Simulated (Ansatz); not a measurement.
# A ladder of methods for [BPH5]− (SMILES [BH3-]P)

The species is [BPH5]− (7 atoms), meant as a singlet with charge -1. As SMILES, `[BH3-]P`. The coordinates come from a GFN2-xTB relaxation.

```tsv
atom	x (Å)	y (Å)	z (Å)
B	-0.5061	-0.5199	-0.3638
P	0.6975	0.3002	0.9953
H	-1.5844	-0.6442	0.1744
H	-0.0274	-1.6012	-0.6273
H	-0.5575	0.2056	-1.3303
H	0.2191	1.5995	0.9711
H	1.7588	0.6600	0.1807
```

Quantity: the energy change with the P2–H6 bond stretched from 1.385 to 2.077 Å, in eV. The values are calculated.

```csv
level,kind,program,value (eV),less FCI/STO-3G,CPU time (all runs)
SVWN5/STO-3G (restricted),LDA,Ansatz,2.33,+0.04,1.3 s
revPBE/STO-3G (restricted),GGA,Ansatz,2.13,-0.16,2 s
BHLYP/STO-3G (restricted),global hybrid,Ansatz,2.82,+0.53,2 s
wB97M-V/STO-3G (restricted),range-separated hybrid,Ansatz,2.65,+0.36,32 s
B2PLYP/STO-3G (restricted),double hybrid,Ansatz,2.56,+0.27,2.8 s
BCCD(T)/STO-3G (restricted),coupled cluster or CI,Ansatz,2.29,0.00,0.27 s
CCSD(T)/STO-3G (restricted),coupled cluster or CI,Ansatz,2.29,0.00,0.24 s
CCSDT(Q)/STO-3G (restricted),coupled cluster or CI,Ansatz,2.29,0.00,0.5 s
FCI/STO-3G,exact in the basis,Ansatz,2.29,0.00,20 s
```

FCI/STO-3G is exact within its basis and frozen core, so for wave-function methods in that basis the difference is their error; functionals converge differently with the basis, so for them it is only a difference. Sets without diffuse functions describe the anion poorly. The first shape isn't each level's own minimum. The values span 2.13 to 2.82 eV. All rows use very small basis sets, so none should be taken for the real molecule's value. Times are those of the runs behind each value, whatever else they computed, on shared processors of several kinds: orders of magnitude only.

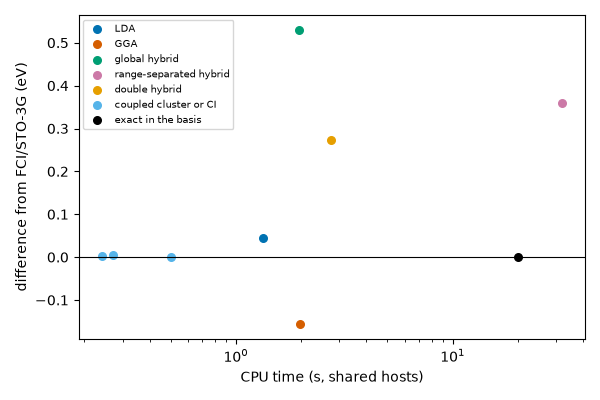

Difference from FCI/STO-3G against processor time, one point a level.
